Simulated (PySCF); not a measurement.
SMILES [CH3][Al]([CH3])[NH][SiH2]N (C2H11AlN2Si) at its GFN2-xTB optimised geometry (Å):

```
17

Si    -0.7771    -0.2940     0.0000
N      0.9438    -0.2940     0.0000
N     -1.2211    -1.1164     1.4663
Al    -0.4573    -1.8571     2.9283
C      1.5217    -2.0127     3.1167
C     -1.7382    -2.5050     4.3164
H     -1.1882     1.1160     0.0000
H     -1.4227    -0.9991    -1.1273
H      1.3985    -1.1160     0.3637
H      1.4227     0.0381    -0.8202
H     -2.2334    -1.1593     1.5389
H      1.8107    -2.2696     4.1406
H      1.9575    -2.7793     2.4678
H      2.0212    -1.0718     2.8660
H     -2.2981    -1.6856     4.7790
H     -1.2361    -3.0411     5.1264
H     -2.4867    -3.1863     3.8988
```

Computed with PBE0/def2-SVP in PySCF 2.14.0.

Map of the HOMO−1 amplitude (bohr^(-3/2)) on the plane z = 1.0 Å; orbital energy -7.19 eV, overall sign arbitrary:

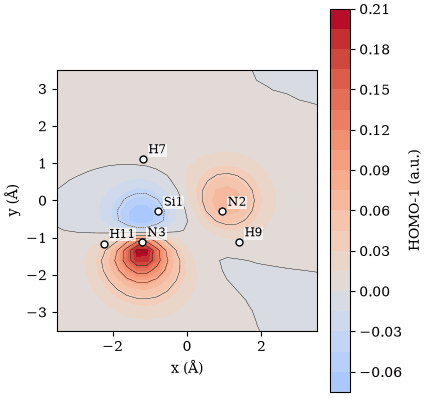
Fig. 1. HOMO−1 amplitude (bohr^(-3/2)) on the plane z = 1.0 Å.
